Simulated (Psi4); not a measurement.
# C2H2ClF (1-chloro-2-fluoroethylene): wB97X/6-311+G(d,p)

Aim: the vertical singlet–triplet gap of C2H2ClF (1-chloro-2-fluoroethylene) at wB97X/6-311+G**, from 2 runs. 

The results are computed with Psi4 1.11.

2 further runs of the same task are left out: 1 that didn't finish, 1 set aside as unsound or not needed.

**1. Starting point**

C2H2ClF has 6 atoms, charge 0, and is taken as a singlet. As SMILES, `F/C=C/Cl`. The shape is that of a PBE0-D4/def2-TZVP optimisation.

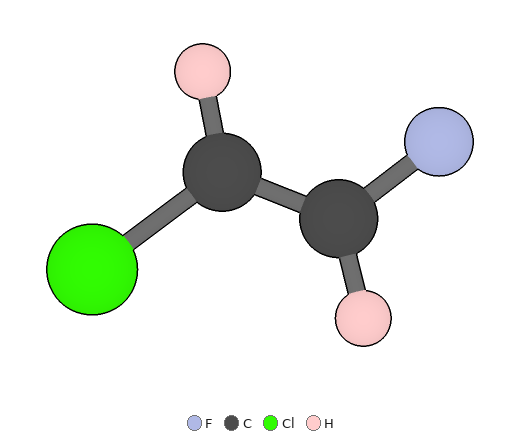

Viewed from a chosen angle; fluorine light blue, carbon dark grey, chlorine green, hydrogen pink.

**2. Energy and gradient at wB97X/6-311+G(d,p)**

job.inp

```
memory 1600 mb

molecule mol {
  0 1
  F
  C 1 R2
  C 2 R3 1 A3
  Cl 3 R4 2 A4 1 D4
  H 2 R5 3 A5 4 D5
  H 3 R6 2 A6 5 D6

  R2 = 1.332819
  R3 = 1.320375
  A3 = 120.68311
  R4 = 1.712606
  A4 = 121.38581
  D4 = 179.96454
  R5 = 1.083009
  A5 = 125.50276
  D5 = 0.04933
  R6 = 1.081444
  A6 = 122.64231
  D6 = -179.94835
  symmetry c1
}

set globals {
  basis                6-311+G**
  puream               true
  e_convergence        1e-09
  d_convergence        1e-08
  scf_type             pk
  dft_radial_points    99
  dft_spherical_points 590
}

e, wfn = gradient("wb97x", return_wfn=True)
```

Launch:

```
$ psi4 -n 1 job.inp job.out
```

job.out:

```text
[...]
  Running in c1 symmetry.
[...]
  Nuclear repulsion =  140.994076070093001
[...]
  Multiplicity = 1
[...]
  Nalpha       = 20
  Nbeta        = 20
[...]
    Number of basis functions: 108
[...]
   @RKS iter   1:  -637.36286314812230   -3.57141e-01   3.71040e-03 ADIIS/DIIS
[...]
   @RKS iter  12:  -637.43574794749486   -6.93490e-12   5.26725e-09 DIIS
[...]
    Orbital Energies [Eh]
    ---------------------
    Doubly Occupied:
       1A   -101.538326     2A    -24.770773     3A    -10.363160
       4A    -10.329270     5A     -9.573134     6A     -7.337305
       7A     -7.326253     8A     -7.326119     9A     -1.378256
      10A     -1.028952    11A     -0.892445    12A     -0.744463
      13A     -0.669763    14A     -0.631796    15A     -0.602464
      16A     -0.548487    17A     -0.512612    18A     -0.489515
      19A     -0.434688    20A     -0.363230
[...]
  @RKS Final Energy:  -637.43574794749486
   => Energetics <=
    Nuclear Repulsion Energy =            140.9940760700930014
    One-Electron Energy =               -1157.9841394748509629
    Two-Electron Energy =                 416.7632560665522874
    DFT Exchange-Correlation Energy =     -37.2089406092891508
    Empirical Dispersion Energy =           0.0000000000000000
    VV10 Nonlocal Energy =                  0.0000000000000000
    Total Energy =                       -637.4357479474947468
[...]
 Multipole Moments:
 ------------------------------------------------------------------------------------
     Multipole            Electronic (a.u.)      Nuclear  (a.u.)        Total (a.u.)
 ------------------------------------------------------------------------------------
 L = 1.  Multiply by 2.5417464519 to convert [e a0] to [Debye]
 Dipole X            :          0.0002602           -0.0001055            0.0001547
 Dipole Y            :          0.0382541            0.0282749            0.0665290
 Dipole Z            :          0.3869432           -0.3541713            0.0327718
 Magnitude           :                                                    0.0741628
[...]
  -Total Gradient:
     Atom            X                  Y                   Z
    ------   -----------------  -----------------  -----------------
       1        0.000036764631     0.000177653060     0.007704277071
       2       -0.000109861475     0.000242375239    -0.008102775032
       3        0.000024924338    -0.000172678066     0.006930458159
       4        0.000003198607     0.000193799006    -0.006761451289
       5        0.000040537133    -0.000855230567     0.000131118183
       6        0.000004457885     0.000423963770     0.000135712180
[...]
```

Run time: 65 s. Hardware: 1 thread of Intel Xeon Platinum 8259CL at 2.50GHz (Skylake/Cascade Lake), shared host; peak memory 0.72 GiB.

**3. The triplet: the energy at U-wB97X/6-311+G(d,p)**

c2h2clf.xyz

```xyz
6
C2H2ClF
F     -0.308300     1.774900     0.089700
C     -0.015000     0.565100    -0.386500
C      0.005100    -0.486500     0.411700
Cl     0.378700    -2.049200    -0.181100
H      0.191800     0.551900    -1.449500
H     -0.210300    -0.420200     1.469400
```

calc.py

```python
import psi4

psi4.set_memory('1600 MB')
psi4.set_num_threads(1)
psi4.set_output_file('c2h2clf.out', False)

with open('c2h2clf.xyz') as f:
    atoms = ''.join(f.readlines()[2:])
molecule = psi4.geometry('0 3\n' + atoms + 'symmetry c1\nno_reorient\nno_com')

options = {'basis': '6-311+G**', 'reference': 'uks', 'puream': True, 'e_convergence': 1e-09, 'd_convergence': 1e-08, 'scf_type': 'pk', 'dft_radial_points': 99, 'dft_spherical_points': 590, 'maxiter': 200}
psi4.set_options(options)

e_tot, wfn = psi4.energy("WB97X", return_wfn=True)
psi4.oeprop(wfn, "QUADRUPOLE", "LOWDIN_CHARGES", "WIBERG_LOWDIN_INDICES")
print(f'WB97X energy: {e_tot:.10f} Eh')
```

Launch:

```
$ python calc.py
```

c2h2clf.out:

```text
[...]
  Running in c1 symmetry.
[...]
  Nuclear repulsion =  140.994058844754903
[...]
  Multiplicity = 3
[...]
  Nalpha       = 21
  Nbeta        = 19
[...]
    Number of basis functions: 108
[...]
   @UKS iter   1:  -637.11441283085321   -1.08691e-01   4.91326e-03 ADIIS/DIIS
[...]
   @UKS iter  14:  -637.28064028701374   -1.76215e-11   7.97448e-09 DIIS
[...]
   @S^2 Observed:                2.009042203E+00
[...]
    Orbital Energies [Eh]
    ---------------------
    Alpha Occupied:
       1A   -101.559969     2A    -24.778824     3A    -10.341447
       4A    -10.328434     5A     -9.593160     6A     -7.356273
       7A     -7.348995     8A     -7.345694     9A     -1.383900
      10A     -1.048864    11A     -0.918639    12A     -0.753830
      13A     -0.675596    14A     -0.640341    15A     -0.625725
      16A     -0.558772    17A     -0.525020    18A     -0.515838
      19A     -0.448193    20A     -0.416564    21A     -0.215057
    Alpha Virtual:
      22A      0.072950    23A      0.075426    24A      0.087334
      25A      0.113513    26A      0.117846    27A      0.136399
[...]
  @UKS Final Energy:  -637.28064028701374
   => Energetics <=
    Nuclear Repulsion Energy =            140.9940588447549032
    One-Electron Energy =               -1157.5378821995345788
    Two-Electron Energy =                 416.4929213955439309
    DFT Exchange-Correlation Energy =     -37.2297383277780440
    Empirical Dispersion Energy =           0.0000000000000000
    VV10 Nonlocal Energy =                  0.0000000000000000
    Total Energy =                       -637.2806402870137390
[...]
 Multipole Moments:
 ------------------------------------------------------------------------------------
     Multipole            Electronic (a.u.)      Nuclear  (a.u.)        Total (a.u.)
 ------------------------------------------------------------------------------------
 L = 1.  Multiply by 2.5417464519 to convert [e a0] to [Debye]
 Dipole X            :         -6.7379849            6.7752351            0.0372501
 Dipole Y            :         34.2793429          -34.5045093           -0.2251665
 Dipole Z            :          3.9673862           -3.9689918           -0.0016056
 Magnitude           :                                                    0.2282325
 L = 2.  Multiply by 1.3450342976 to convert [e a0^2] to [Debye ang]
 Quadrupole XX       :        -35.0354634           12.0558868          -22.9795766
 Quadrupole XY       :         64.4981841          -64.2394679            0.2587162
[...]
```

On the terminal:

```text
WB97X energy: -637.2806402870 Eh
```

Run time: 60 s. Hardware: 1 thread of Intel Xeon Platinum 8259CL at 2.50GHz (Skylake/Cascade Lake), shared host; peak memory 0.72 GiB.

**4. Results**

At wB97X/6-311+G**:

```
                                        quantity          value
                           singlet: total energy  -637.43575 Eh
                          singlet: dipole moment         0.19 D
                            singlet: HOMO energy       -9.88 eV
                            singlet: LUMO energy        1.80 eV
                          singlet: HOMO–LUMO gap       11.69 eV
               singlet: largest force on an atom     0.417 eV/Å
                           triplet: total energy  -637.28064 Eh
                          triplet: dipole moment         0.58 D
     triplet: HOMO energy (highest over α and β)       -5.85 eV
      triplet: LUMO energy (lowest over α and β)       -2.23 eV
                                   triplet: ⟨S²⟩          2.009
vertical energy of the triplet above the singlet       4.221 eV
```

**Reading.** At this shape the triplet lies 4.22 eV (407 kJ/mol) above the singlet. The largest force (singlet) is 0.42 eV/Å: the shape isn't a stationary point for this species at this level.
